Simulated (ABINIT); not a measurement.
How far to go with the k-point mesh: MgB2 (P6mm, 3 atoms in the cell)

```
MgB2
1.0
    1.55272    -2.68940     0.00000
    1.55272     2.68940     0.00000
    0.00000     0.00000     3.53760
Mg B
1 2
Direct
  0.00000   0.00000   0.01413
  0.33333   0.66667   0.50000
  0.66667   0.33333   0.50000
```

Method of the run: PBEsol, PAW (JTH v2.0 PBE PAW, files made for PBE) (plane waves; ABINIT).

Base settings: pseudos = [Mg.GGA_PBE-JTH.xml, B.GGA_PBE-JTH.xml]; ecut = 40 Ry; pawecutdg = 80 Ry; ixc = -116133; occopt = 3; tsmear = 0.1 eV; ngkpt = 6 6 5; nshiftk = 1; shiftk = 0 0 0; potentials = JTH v2.0 PBE PAW.

The second cell is the first with its lattice scaled by 0.98.

Only quantities that move along the ladder and can be compared are tabulated.

These are the values that this program gave, and no reference: the one-centre exchange-correlation terms come from a truncated expansion.

The count of work is k-points × plane waves × bands × iterations; it is no time. Core times come from one kind of shared machine, to one figure; runs under 30 s give none.

The starting cell has typed, rounded lattice constants, without a prior relaxation at this level. Its lattice was rescaled by up to half a per cent. One atom was moved a little off its site on purpose. The potentials were made for another functional than the one used. In the base run, with a pressure of about -5 GPa the cell is away from its equilibrium volume at this level. Without a gap this mesh is coarse (it stands for a supercell whose shortest vector is 18 Å).

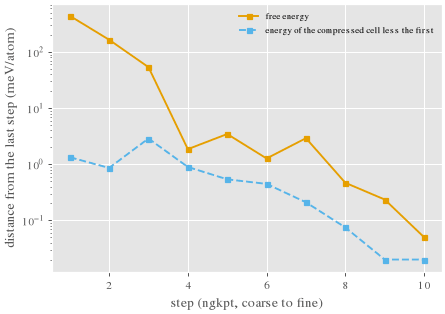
*Distance from the last step along the ladder; very small values are drawn at a floor.*

```csv
ngkpt,free energy less the last step's (meV/atom),energy of the compressed cell less the first (meV/atom),pressure (GPa),largest difference of a force vector from the last step's (eV/Å),count of work / last,core time / last (rough)
2 2 2,442.51,-1.80,-5.13,0.103,0.0067,–
3 3 2,165.48,-2.27,-5.44,0.026,0.022,–
3 3 3,53.69,-6.00,-6.42,0.003,0.019,–
5 5 4,-1.86,-4.03,-5.84,0.001,0.047,–
6 6 5,3.45,-2.59,-5.45,0.006,0.065,–
8 8 6,1.27,-2.69,-5.46,0.002,0.13,–
10 10 7,2.91,-2.92,-5.52,0.000,0.19,–
12 12 9,-0.47,-3.21,-5.59,0.000,0.32,0.3
14 14 11,0.23,-3.15,-5.58,0.000,0.45,0.5
17 17 13,-0.02,-3.15,-5.58,0.001,0.78,1
19 19 15,0.00,-3.13,-5.58,0.000,1.0,1
```

Coarsest ngkpt that holds the energy of the compressed cell less the first within 0.5 meV/atom of the last step, with all finer ones: 8 8 6, at 0.13 of the last step's count of work; the step before is off by 0.54 meV/atom.

Coarsest ngkpt that holds the forces within 0.01 eV/Å of the last step, with all finer ones: 3 3 3, at 0.019 of the last step's count of work; the step before is off by 0.026 eV/Å.

Coarsest ngkpt that holds the free energy within 1 meV/atom of the last step, with all finer ones: 12 12 9, at 0.32 of the last step's count of work and about 0.3 of the last step's time; the step before is off by 2.9 meV/atom.

The energy difference between the two cells stays within 1 meV/atom of the last step's from 5 5 4 on, the total only from 12 12 9 on: much of the error is common to both cells and cancels.
